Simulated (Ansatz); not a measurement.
**AlBH (quartet): inputs that go wrong at a displaced geometry (v2)**

4 inputs are run for AlBH (quartet) as typed; the log has to tell whether the result can be used and what must change.

Program: Ansatz 0.2.0, Gaussian basis. Level of theory: the settings change from run to run. These are calculated values, not measurements.

20 further runs of the same task are left out: 8 that didn't finish, 12 set aside as unsound or not needed.

**1. What is computed**

The geometry is a PBE0/def2-TZVP stationary point (not a proven minimum) with its atoms shifted at random (size 0.100 Å).

3 atoms, charge 0, spin multiplicity 4.

Atoms are counted from 1 here; the program's logs count them from 0.

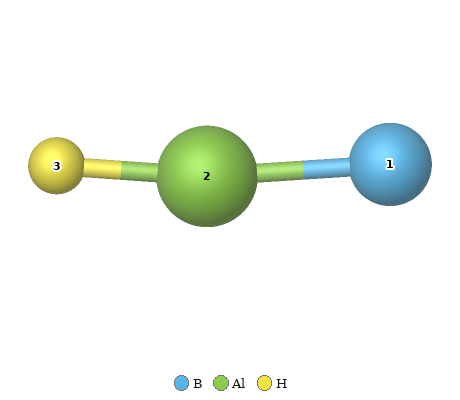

The geometry (boron blue, aluminium green, hydrogen yellow); atoms are numbered from 1 in the order of the file.

**2. Try 1**

Contents of in.yaml:

```yaml
crystal:
  periodic: [false, false, false]
  atoms:
    - {symbol: B, position_ang: [0.084376, 0.005225, 1.811998]}
    - {symbol: Al, position_ang: [-0.080498, 0.013599, -0.113409]}
    - {symbol: H, position_ang: [-0.003878, -0.018825, -1.698589]}
basis:
  gaussian: {orbitals: def2-mTZVP, point_charges: [{charge: 0.50, position_ang: [4.288, -0.219, -0.254]}]}
magnetization: {spin_polarized: false, initial_magnetization: 3}
correlation: {method: sc_nevpt2, electrons: outside_noble_gas, active_space: {window: {electrons: 5, orbitals: 5}, places: [1, 2]}}
scf: {lower_state_search: off}
```

Started as:

```bash
> ansatz run in.yaml --threads 1 --pin off --events-out ev --progress --plain --max-ram 2393MiB
```

The program printed:

```text
Error: invalid value for `correlation.active_space`: name one of window, places and ras
```

Wall time 0.03 s (1 thread of Arm Neoverse N1, shared host).

Diagnosis: The run was refused. The active space is defined twice. Cure: keep one definition.

**3. Try 2**

Contents of in.yaml:

```yaml
crystal:
  periodic: [false, false, false]
  atoms:
    - {symbol: B, position_ang: [0.084376, 0.005225, 1.811998]}
    - {symbol: Al, position_ang: [-0.080498, 0.013599, -0.113409]}
    - {symbol: H, position_ang: [-0.003878, -0.018825, -1.698589]}
basis:
  gaussian: {orbitals: cc-pVDZ, fitting: {mean_field: def2-universal-jkfit}}
magnetization: {spin_polarized: false, initial_magnetization: 3}
correlation: {method: mp4, electrons: all}
```

Same command.

The program printed:

```text
Error: YAML parse error: error: line 10 column 23: unknown variant `mp4`, expected one of mp2, rpa, ccsd, ccsd_t, bccd, bccd_t, ccsdt, ccsdt_q, ccsdt_q_b, ccsdtq, fci, sc_nevpt2, fic_nevpt4_sd, fic_mrcisd_q, fic_mrcisd_q_relaxed
  --> <input>:10:23
   |
 8 |   gaussian: {orbitals: cc-pVDZ, fitting: {mean_field: def2-universal-jkfit}}
 9 | magnetization: {spin_polarized: false, initial_magnetization: 3}
10 | correlation: {method: mp4, electrons: all}
   |                       ^ unknown variant `mp4`, expected one of mp2, rpa, ccsd, ccsd_t, bccd, bccd_t, ccsdt, ccsdt_q, ccsdt_q_b, ccsdtq, fci, sc_nevpt2, fic_nevpt4_sd, fic_mrcisd_q, fic_mrcisd_q_relaxed
```

Run time: 0.03 s. Hardware: 1 thread of Arm Neoverse N1, shared host.

**Diagnosis.** The run was refused. The method's name isn't one that the program knows. Fix: name one from the list in the message.

**4. Try 3**

Contents of in.yaml:

```yaml
crystal:
  periodic: [false, false, false]
  atoms:
    - {symbol: B, position_ang: [0.084376, 0.005225, 1.811998]}
    - {symbol: Al, position_ang: [-0.080498, 0.013599, -0.113409]}
    - {symbol: H, position_ang: [-0.003878, -0.018825, -1.698589]}
basis:
  gaussian: {orbitals: 6-31G}
magnetization: {spin_polarized: false, initial_magnetization: 4}
hamiltonian: {xc: {name: PBE0}}
correlation: {method: bccd, electrons: outside_noble_gas}
scf: {omitted_lower_state_checks: [cluster_reference]}
```

Same command.

The program printed:

```text
Error: a molecule whose nuclei and cores have a total charge of 19 cannot have a net charge of 0 together with 4 unpaired electrons
```

Run time: 0.03 s. Hardware: 1 thread of Arm Neoverse N1, shared host.

Diagnosis: The run was refused. The number of unpaired electrons doesn't fit the electron count. Cure: make charge and initial_magnetization agree.

**5. Try 4**

Contents of in.yaml:

```yaml
crystal:
  periodic: [false, false, false]
  atoms:
    - {symbol: B, position_ang: [0.084376, 0.005225, 1.811998]}
    - {symbol: Al, position_ang: [-0.080498, 0.013599, -0.113409]}
    - {symbol: H, position_ang: [-0.003878, -0.018825, -1.698589]}
basis:
  gaussian: {orbitals: 6-31G}
magnetization: {spin_polarized: false, initial_magnetization: 3}
hamiltonian: {xc: {name: PBE0}}
correlation: {method: ccsdt_q, electrons: all}
scf: {lower_state_search: light}
output: {forces: true}
```

Same command.

The program printed:

```text
Functional definition: PBE0
  name "PBE0"
  cite "Adamo & Barone, J. Chem. Phys. 110, 6158 (1999) doi:10.1063/1.478522"
  cite "Perdew, Burke & Ernzerhof, Phys. Rev. Lett. 77, 3865 (1996) doi:10.1103/PhysRevLett.77.3865"
  parent pbe
  parameter a = 0.25
  parameter kappa = 0.804
  parameter beta = 0.06672455060314922
  exchange = (1 - a)*pbe_x(kappa = kappa, mu = beta*pi^2/3) + a*exact_x
  correlation = pbe_c(beta = beta)
498 factors; integrals over basis functions are off by at most 9.8e-8 eV
mean field evaluation 1: about -7278.5680 eV, gradient 8.0e0 eV
mean field evaluation 2: about -7278.6016 eV, gradient 7.9e0 eV
mean field evaluation 4: about -7279.0173 eV, gradient 3.0e0 eV
mean field evaluation 8: about -7279.1029 eV, gradient 1.4e-1 eV
mean field evaluation 16: about -7279.1031 eV, gradient 2.4e-5 eV
mean field -7279.10312691 eV, -267.5021059606 hartree, gradient 3.8e-6 eV, S^2 3.750000; 0 other end points of the search recorded, 0 dependent functions left out
mean field evaluation 32: about -7264.9427 eV, gradient 1.5e0 eV
reference -7264.91419312 eV, -266.9806722613 hartree; 11, 8 occupied and 13, 16 virtual orbitals, 498 factors
Error: the run needs more than the 2.33 GiB of memory given, because the steps of its equations don't fit beside its arrays
refused for memory
```

It took 69 s on 1 thread of Arm Neoverse N1, shared host; peak memory 0.86 GiB.

What is wrong: The program refused it for memory. The method needs more than --max-ram allows. Cure: a smaller space or basis, or more memory.

**6. How the runs ended**

| try | level | ended | cause | time |
| --- | --- | --- | --- | --- |
| 1 | NEVPT2(5,5)/def2-mTZVP | refused | the active space is defined twice | 0.03 s |
| 2 | 'mp4'/cc-pVDZ | refused | the method's name isn't one that the program knows | 0.03 s |
| 3 | BCCD/6-31G | refused | the number of unpaired electrons doesn't fit the electron count | 0.03 s |
| 4 | CCSDT(Q)/6-31G | out of memory | the method needs more than --max-ram allows | 69 s |

3 refused, 1 out of memory.
